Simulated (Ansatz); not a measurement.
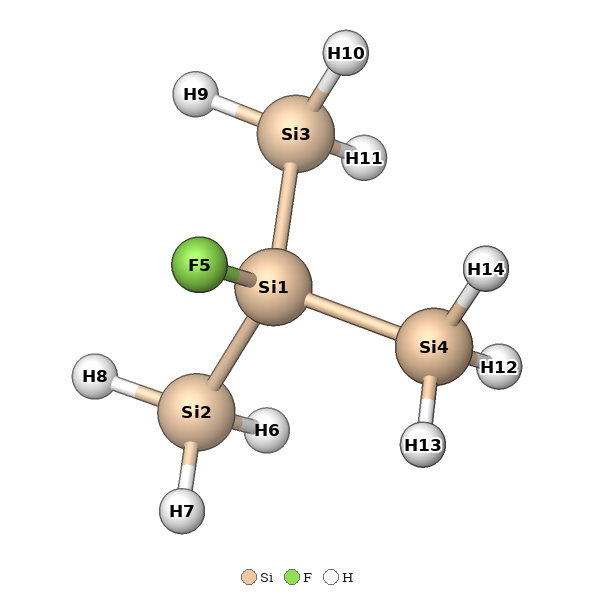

The geometry was computed by an optimisation with PBE0-D4/def2-TZVP.

How are the neighbours of atom 2 arranged?

Si2 has 4 neighbours (Si1 at 2.35, H6 at 1.49, H7 at 1.49, H8 at 1.49 Å); the arrangement is tetrahedral.

What is the geometry at Si1?

Si1 has 4 neighbours (Si2 at 2.35, Si3 at 2.35, Si4 at 2.35, F5 at 1.62 Å); the arrangement is tetrahedral.
